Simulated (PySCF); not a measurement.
Frequency calculation, with input and output: MoF3

The run: frequency calculation of MoF3, multiplicity 2. Method and program: UKS-based PBE0, Mo def2-TZVP with ECP28, F def2-TZVP; non-relativistic Hamiltonian with a scalar-relativistic core potential; density fitting (PySCF 2.14.0).

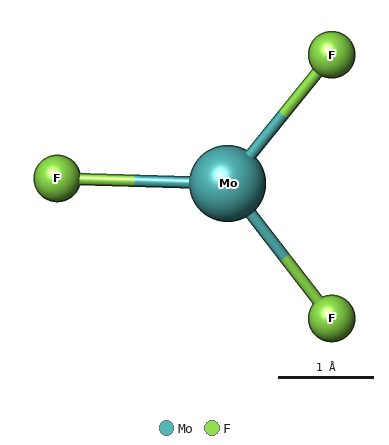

Figure 1. The structure as given in the input (ball-and-stick view, seen at a tilt). Sticks mark near contacts. Bond lengths as drawn: F–Mo 1.80 to 1.82 Å.

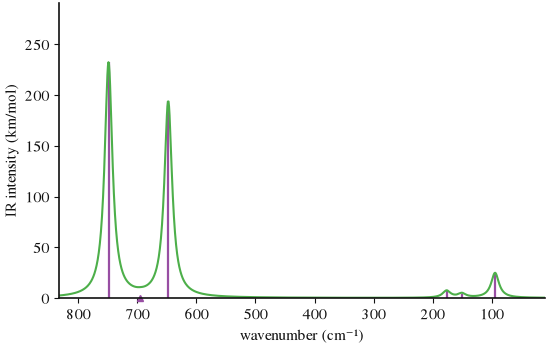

Figure 2. Harmonic infrared spectrum, unscaled: sticks (degenerate modes added up, dark ones marked on the axis) with a Lorentzian envelope of 16 cm⁻¹ full width, scaled to the tallest stick. 6 modes from 94 to 749 cm⁻¹, none imaginary. The strongest line is at 749 cm⁻¹ (232 km/mol). All modes, in cm⁻¹ (km/mol): 94 (25), 150 (4.0), 176 (6.9), 648 (194), 695 (0.4), 749 (232).

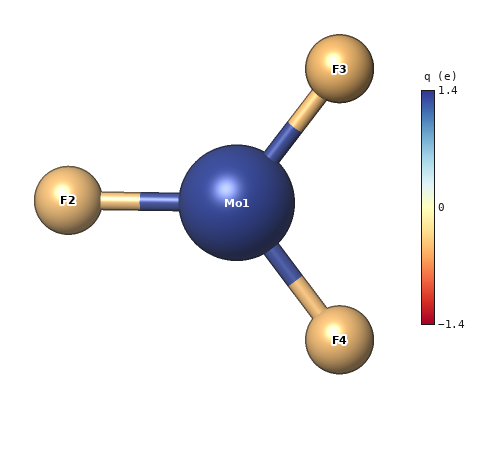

Figure 3. Mulliken charges, as the colour of each atom (ball-and-stick view, seen on its broad side; atoms are numbered from 1 in the order of the input; Mulliken charges depend strongly on the basis). By element: Mo +1.31 and F −0.44 to −0.43 e.

The input and output of the run follow.

**The input**
```python
from pyscf import gto, scf, dft
mol = gto.M(atom='''
Mo     0.046929    -0.000000     0.000017
F      1.848384    -0.000000     0.000650
F     -1.054506     1.453968    -0.000371
F     -1.054506    -1.453968    -0.000371''',
    basis={'Mo': 'def2-TZVP', 'F': 'def2-TZVP'},
    ecp={'Mo': 'def2-TZVP'},
    charge=0, spin=1)
mf = dft.UKS(mol, xc='PBE0')
mf.grids.atom_grid = (75, 302)
aux = {'Mo': 'def2-universal-JKFIT', 'F': 'def2-universal-JKFIT'}
mf = mf.density_fit(auxbasis=aux)
mf.conv_tol = 1e-09
mf.diis_space = 10
mf.max_cycle = 60
mf.verbose = 4
mf.kernel()
```

The script is an equivalent of the set-up of the self-consistent field. The run itself was carried out by a driver, which started from the orbitals of the step before it where there was one and computed the further properties.

Launched with:
```bash
OMP_NUM_THREADS=4 python axn.py task.json out
```

**The program's output**
```
init E= -367.649205332134
  alpha nocc = 21  HOMO = -0.243433355095957  LUMO = -0.0934060273295555
  beta  nocc = 20  HOMO = -0.231530630076822  LUMO = -0.118555470508362
  HOMO = -0.231530630077  LUMO = -0.118555470508  gap/eV = 3.07421
cycle= 1 E= -367.649205332136  delta_E= -1.36e-12  |g|= 6.31e-06  |ddm|= 8.27e-06
  alpha nocc = 21  HOMO = -0.243434653140912  LUMO = -0.0934074433240745
  beta  nocc = 20  HOMO = -0.231531873819751  LUMO = -0.118556878325311
  HOMO = -0.23153187382  LUMO = -0.118556878325  gap/eV = 3.07421
Extra cycle  E= -367.64920533211  delta_E= 2.55e-11  |g|= 1.33e-05  |ddm|= 1.28e-05
converged SCF energy = -367.64920533211  <S^2> = 0.78535934  2S+1 = 2.0350522
```

**Summary**

```csv
quantity,value
outcome,converged
total energy,−367.649205 hartree
⟨S²⟩,0.785
zero-point energy,0.005724 hartree
dipole moment,0.96 D
"wavenumbers, lowest and highest",94 and 749 cm⁻¹
hardware,"4 threads of Arm Neoverse V1, 24 GiB of memory available, shared host"
wall time,3.4 min (CPU time 9.1 min)
peak memory,1.5 GiB
```
